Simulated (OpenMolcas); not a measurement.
**Single-point calculation, with input and output: P2H4**

- system: P2H4
- method: HF/STO-3G, RHF (OpenMolcas 26.06)

A bond length was changed on purpose from its optimised value.

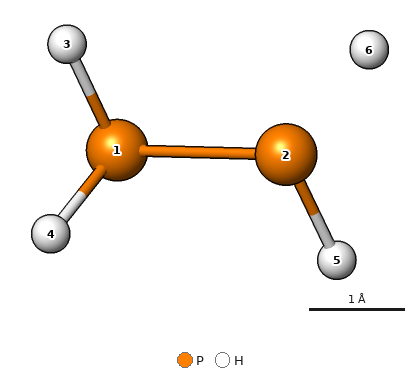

The structure as given in the input (ball-and-stick view, seen at a tilt; atoms are numbered from 1 in the order of the input).

Summary:

```csv
quantity,value
outcome,converged
total energy,−676.088103 hartree
basis functions,22
HOMO,−6.52 eV
LUMO,9.09 eV
dipole moment,0.44 debye
hardware,"1 thread of Arm Neoverse V1, 24 GiB of memory available, shared host"
wall time,1.6 s
peak memory,0.37 GiB
```

Input file:
```
>>> EXPORT MOLCAS_PRINT=2
&GATEWAY
BasLib=$CurrDir
Coord
6
angstrom
P       -0.322252      -0.519002      -0.980788
P        0.244438      -0.171062       1.067442
H       -1.677172      -0.279822      -0.741698
H       -0.480872      -1.893672      -0.801358
H        1.600118      -0.406252       0.834162
H        0.440080       1.549300       0.844850
Basis=STO-3G
Group=NoSym
&SEWARD
&SCF
PrOrbitals=1 1
```

Command:
```bash
export MOLCAS_MEM=1860
pymolcas step1.input > step1.log
```

Output:
```
--- Start Module: gateway ---

                                              &GATEWAY

                       available to each process: 1.9 GB of memory, 1 thread

 Basis Set     1 Label: P.STO-3G
 Basis set is read from library:.
 basistype.tbl is not found

 Basis Set     2 Label: H.STO-3G
 Basis set is read from library:.
 basistype.tbl is not found

++    Symmetry information:
      ---------------------

                    Character Table for C1

                             E
                    a        1  x, y, xy, Rz, z, xz, Ry, yz, Rx, I
--

++    Basis set information:
      ----------------------

      Basis set label: P.STO-3G.........

      Electronic valence basis set:
      ------------------
      Associated Effective Charge  15.000000 au
      Associated Actual Charge     15.000000 au
      Nuclear Model: Point charge

      Shell  nPrim  nBasis  Cartesian Spherical Contaminant
         s       9       3        X
         p       6       2        X

      Basis set label: H.STO-3G.........

      Electronic valence basis set:
      ------------------
      Associated Effective Charge   1.000000 au
      Associated Actual Charge      1.000000 au
      Nuclear Model: Point charge

      Shell  nPrim  nBasis  Cartesian Spherical Contaminant
         s       3       1        X
--

++    Molecular structure info:
      -------------------------

                    ************************************************
                    **** Cartesian Coordinates / bohr, angstrom ****
                    ************************************************

     Center  Label                x              y              z                     x              y              z
        1      P1              -0.608968      -0.980772      -1.853421             -0.322252      -0.519002      -0.980788
        2      P2               0.461921      -0.323260       2.017173              0.244438      -0.171062       1.067442
        3      H3              -3.169396      -0.528787      -1.401606             -1.677172      -0.279822      -0.741698
        4      H4              -0.908716      -3.578521      -1.514347             -0.480872      -1.893672      -0.801358
        5      H5               3.023785      -0.767705       1.576338              1.600118      -0.406252       0.834162
        6      H6               0.831631       2.927753       1.596535              0.440080       1.549300       0.844850

                    ***************************************
                    *    InterNuclear Distances / bohr    *
                    ***************************************

               1 P1            2 P2            3 H3            4 H4            5 H5            6 H6
    1 P1       0.000000
    2 P2       4.069474        0.000000
    3 H3       2.638980        4.991668        0.000000
    4 H4       2.636878        4.994698        3.797929        0.000000
    5 H5       5.000553        2.637236        6.876097        5.737385        0.000000
    6 H6       5.408704        3.298895        6.078218        7.418760        4.296784        0.000000

                    *******************************************
                    *    InterNuclear Distances / angstrom    *
                    *******************************************

               1 P1            2 P2            3 H3            4 H4            5 H5            6 H6
    1 P1       0.000000
    2 P2       2.153473        0.000000
    3 H3       1.396488        2.641477        0.000000
    4 H4       1.395376        2.643080        2.009777        0.000000
    5 H5       2.646179        1.395565        3.638674        3.036093        0.000000
    6 H6       2.862163        1.745700        3.216454        3.925839        2.273760        0.000000

                    **************************************
                    *    Valence Bond Angles / degree    *
                    **************************************
                          Atom centers                 Phi
                      3 H3       1 P1       4 H4        92.09
--

            Nuclear Potential Energy             89.79325187 au

--- Stop Module: gateway /rc=_RC_ALL_IS_WELL_ ---

--- Start Module: seward ---

                                              &SEWARD

                       available to each process: 1.9 GB of memory, 1 thread

               SEWARD will generate:
                  Multipole Moment integrals up to order  2
                  Kinetic Energy integrals
                  Nuclear Attraction integrals (point charge)
                  One-Electron Hamiltonian integrals
                  Velocity integrals
                  Orbital angular momentum around ( -0.0724  -0.6419   0.0808 )
                  Velocity quadrupole around ( -0.0724  -0.6419   0.0808 )
                  Two-Electron Repulsion integrals

                   Integrals are discarded if absolute value <: 1.00E-14
                   Integral cutoff threshold is set to       <: 1.00E-16

            Nuclear Potential Energy             89.79325187 au

      Basis set specifications :
      Symmetry species         a
      Basis functions           22

--- Stop Module: seward /rc=_RC_ALL_IS_WELL_ ---

--- Start Module: scf ---

                                                &SCF

                       available to each process: 1.9 GB of memory, 1 thread

++    Input section:
      --------------

      Header of the integral files:

      Cartesian coordinates in angstrom:
      -----------------------------------------------------
      No.  Label        X            Y            Z
      -----------------------------------------------------
       1   P1        -0.32225200  -0.51900200  -0.98078800
       2   P2         0.24443800  -0.17106200   1.06744200
       3   H3        -1.67717200  -0.27982200  -0.74169800
       4   H4        -0.48087200  -1.89367200  -0.80135800
       5   H5         1.60011800  -0.40625200   0.83416200
       6   H6         0.44008000   1.54930000   0.84485000
      -----------------------------------------------------
      Nuclear repulsion energy =   89.79325187
--

++    Orbital specifications:
      -----------------------

      Symmetry species               1
                                     a
      Frozen orbitals                0
      Occupied orbitals             17
      Secondary orbitals             5
      Deleted orbitals               0
      Total number of orbitals      22
      Number of basis functions     22
--

      Molecular charge                           0.000

++    Optimization specifications:
      ----------------------------

      SCF Algorithm: Conventional
      Minimized density differences are used
      Number of density matrices in core                 5
      Maximum number of NDDO SCF iterations            400
      Maximum number of HF SCF iterations              400
      Threshold for SCF energy change             1.00E-09
      Threshold for density matrix                1.00E-04
      Threshold for Fock matrix                   1.50E-04
      Threshold for linear dependence             1.00E-09
      Threshold at which DIIS is turned on        1.50E-01
      Maximum depth in the DIIS procedure                5
      Maximum depth in the BFGS Hessian update          30
      Threshold at which QNR/C2DIIS is turned on  7.50E-02
      Threshold for Norm(delta) (QNR/C2DIIS)      1.00E-03
      All orbitals punched on: SCFORB
--

      Input vectors read from INPORB
      Orbital file label: *Guess orbitals

++ Convergence information
                                   SCF        iterations: Energy and convergence statistics

Iter     Tot. SCF        One-elec.       Two-elec.     Energy      Max Dij or  Max Fij      DNorm      TNorm      AccCon     Time
         Energy          Energy          Energy        Change      Delta Norm                                                in Sec.
   1  -676.006002860 -1118.675755667   352.876500937   0.00E+00    1.41E-01*   1.98E-01*    9.24E+00   1.00E+02   None         0.
   2  -676.086778268 -1119.648788306   353.768758169  -8.08E-02*   1.60E-02*   1.30E-02*    7.57E-01   1.01E+02   EDIIS        0.
   3  -676.088036928 -1119.539804958   353.658516161  -1.26E-03*   5.06E-03*   2.33E-03*    1.13E-01   1.01E+02   c2DIIS       0.
   4  -676.088098933 -1119.566774778   353.685423976  -6.20E-05*   1.64E-03*   5.45E-04*    2.17E-02   1.01E+02   QNRc2DIIS    0.
   5  -676.088103004 -1119.561049321   353.679694448  -4.07E-06*   5.23E-04    1.99E-04*    3.56E-03   1.01E+02   QNRc2DIIS    0.
   6  -676.088103446 -1119.562417047   353.681061732  -4.41E-07*   2.01E-04    6.09E-05     5.19E-04   1.01E+02   QNRc2DIIS    0.
   7  -676.088103484 -1119.562750006   353.681394653  -3.81E-08*   4.00E-05    8.49E-06     8.11E-05   1.01E+02   QNRc2DIIS    0.
   8  -676.088103486 -1119.562703671   353.681348316  -1.68E-09*   2.18E-06    5.20E-07     5.35E-05   1.01E+02   QNRc2DIIS    0.
   9  -676.088103486 -1119.562703528   353.681348173  -6.25E-12    2.04E-07    4.76E-08     1.74E-03   1.01E+02   QNRc2DIIS    0.

       Convergence after   9 Iterations
--

 *****************************************************************************************************************************
 *                                             SCF/KS-DFT Program, Final results                                             *
 *                                                       Final Results                                                       *
 *****************************************************************************************************************************

::    Total SCF energy                               -676.0881034855
      One-electron energy                           -1119.5627035276
      Two-electron energy                             353.6813481729
      Nuclear repulsion energy                         89.7932518691
      Kinetic energy (interpolated)                   667.6888938196
      Virial theorem                                    1.0125795258
      Total spin, S(S+1)                                0.0000000000
      Total spin, S                                     0.0000000000
      Max non-diagonal density matrix element           0.0000002173
      Max non-diagonal Fock matrix element              0.0000000195

      All orbitals with orbital energies smaller than  E(LUMO)+0.5 are printed

++    Molecular orbitals:
      -------------------

      Title: SCF orbitals

      Molecular orbitals for symmetry species 1: a

          Orbital            1         2         3         4         5         6         7         8         9        10
          Energy          -78.9239  -78.9196   -7.2438   -7.2396   -5.0672   -5.0658   -5.0641   -5.0628   -5.0624   -5.0601
          Occ. No.          2.0000    2.0000    2.0000    2.0000    2.0000    2.0000    2.0000    2.0000    2.0000    2.0000

          Orbital           11        12        13        14        15        16        17        18        19        20
          Energy           -0.8555   -0.7034   -0.4757   -0.4050   -0.3672   -0.3443   -0.2397    0.3341    0.3839    0.4775
          Occ. No.          2.0000    2.0000    2.0000    2.0000    2.0000    2.0000    2.0000    0.0000    0.0000    0.0000

          Orbital           21        22
          Energy            0.5401    0.5914
          Occ. No.          0.0000    0.0000

--

++    Molecular charges:
      ------------------

      Mulliken charges per centre and basis function type
      ---------------------------------------------------

                P1      P2      H3      H4      H5      H6
      1s       5.7282  5.7688  1.1162  1.1178  1.1178  1.1310
      2px      2.9613  2.9517  0.0000  0.0000  0.0000  0.0000
      2pz      3.1771  3.1645  0.0000  0.0000  0.0000  0.0000
      2py      2.8967  2.8687  0.0000  0.0000  0.0000  0.0000
      Total   14.7634 14.7538  1.1162  1.1178  1.1178  1.1310

      N-E      0.2366  0.2462 -0.1162 -0.1178 -0.1178 -0.1310

      Total electronic charge=   34.000000

      Total            charge=   -0.000000
--

++    Molecular properties:
      ---------------------

      Charge (e):
                      =   -0.0000
      Dipole Moment (debye):
      Origin of the operator (angstrom)=   -0.0383   -0.3397    0.0428
                   X= -2.8105E-02               Y= -4.3621E-01               Z= -2.9701E-03           Total=  4.3712E-01
      Quadrupole Moment (debye*angstrom):
      Origin of the operator (angstrom)=   -0.0383   -0.3397    0.0428
                  XX= -2.5305E+01              XY= -3.1576E-01              XZ=  7.3892E-01              YY= -2.5703E+01
                  YZ=  2.0379E-01              ZZ= -2.8381E+01
      In traceless form (debye*angstrom)
                  XX=  1.7368E+00              XY= -4.7364E-01              XZ=  1.1084E+00              YY=  1.1400E+00
                  YZ=  3.0568E-01              ZZ= -2.8768E+00
--

--- Stop Module: scf /rc=_RC_ALL_IS_WELL_ ---

.##################.
.# Happy landing! #.
.##################.

    Timing: Wall=1.36 User=1.01 System=0.34
```

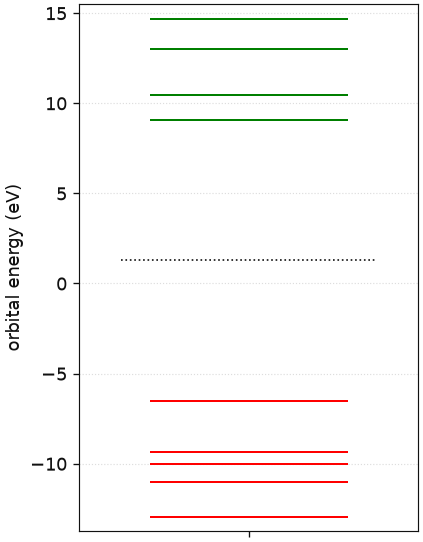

Orbital energies near the frontier; the dotted line parts filled from empty levels, and levels within 0.02 eV of each other stand side by side. Highest filled −6.52 eV, lowest empty 9.09 eV, 15.61 eV apart.

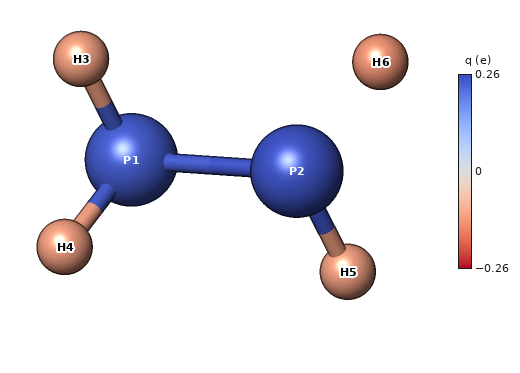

Mulliken charges, as the colour of each atom (ball-and-stick view, seen on its broad side; atoms are numbered from 1 in the order of the input). By element: P +0.24 to +0.25 and H −0.13 to −0.12 e.
